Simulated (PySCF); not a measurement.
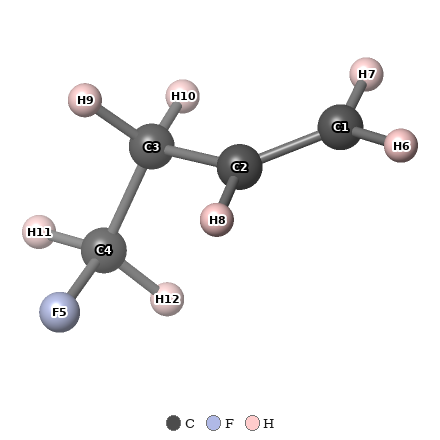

C₄H₇F, SMILES C=CCCF. Vertical core-electron binding energies by ΔSCF (SCAN, pcX-2 on the ionised atom, pcseg-1 elsewhere, spin-free X2C; PySCF 2.14.0, at a PBE0-D3(BJ)/def2-SVP geometry (no frequency check)), gas phase, against the vacuum level. One atom of each kind was ionised; within a panel, areas follow the number of like atoms, each panel is scaled alone, Gaussians of 0.8 eV full width. Only the regions named are shown. Lines closer than the width merge in the curve.

**Predict the C 1s and F 1s photoelectron lines.**

```csv
level,atoms,binding energy (eV)
C 1s,C4,293.1
C 1s,C3,291.1
C 1s,C2,290.7
C 1s,C1,290.3
F 1s,F5,692.4
```

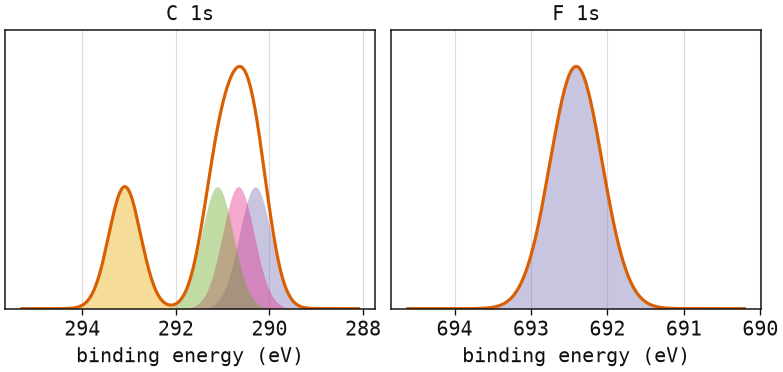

Caveats: one conformer of a flexible molecule.
